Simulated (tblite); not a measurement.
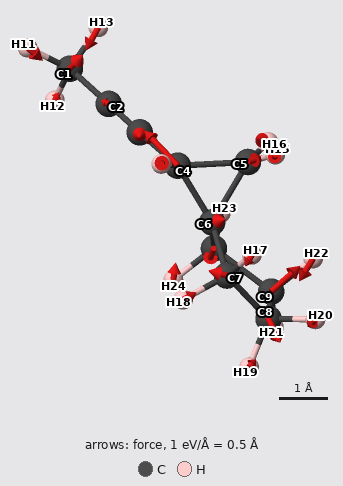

Starting geometry of C10H14 with the computed forces as red arrows. A ball-and-stick model, seen from a free direction.

The calculation used GFN2-xTB geometry optimisation, gas phase in tblite. 

**Is this structure relaxed? If not, where do the atoms go?**

It isn't relaxed: the largest force vector, on a C atom, is 2.23 eV/Å. The final displacements have little in common with the starting forces (cosine between the two patterns 0.10). An H atom moves most after the best rigid fit: 1.43 Å. Largest moves by element: H 1.43 Å, C 0.62 Å. Near-neighbour distances that change, for instance: C–C 1.481 → 1.429 Å, C–H 1.134 → 1.092 Å, C–C 1.475 → 1.512 Å, C–C 1.483 → 1.447 Å. Among the angles between lasting bonds that change: C–C–C 126.5° → 120.2°, C–C–H 112.2° → 118.3°, C–C–H 106.7° → 112.6°. Groups turn about C–C by about 55°, C–C by about 40°, C–C by about 40°. The energy falls by 0.587 eV in 141 geometry steps.
